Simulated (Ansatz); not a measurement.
Method: PBE (plane waves to 420 eV, PAW; Ansatz, a quantum-chemistry and plane-wave program).

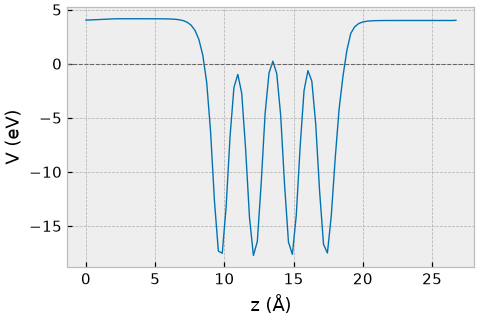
*Electrostatic potential energy of an electron, averaged over planes parallel to the surface, in eV from the Fermi level, for O on the 1x1 (0001) surface of hcp Zr, one in a 2x2 cell, started at the site 'hollow Zr-Zr-Zr'*

Set-up: 17 atoms, 7.6 Å thick at the start under the adsorbate (thin: gaps and levels are the slab's own); mesh 5x5x1; 0.1 eV smearing; dipole correction on; 8 atoms held, the rest relaxed; symmetry of the start imposed; no spin, no spin-orbit, no U, no dispersion correction. At the end it is bonded to 3 Zr. In PBE it is, or lies within 0.03 eV of, the lowest of the starts that converged.

The vacuum level lies 4.00 eV above the Fermi level over the top face and 4.15 eV above it under the bottom face.
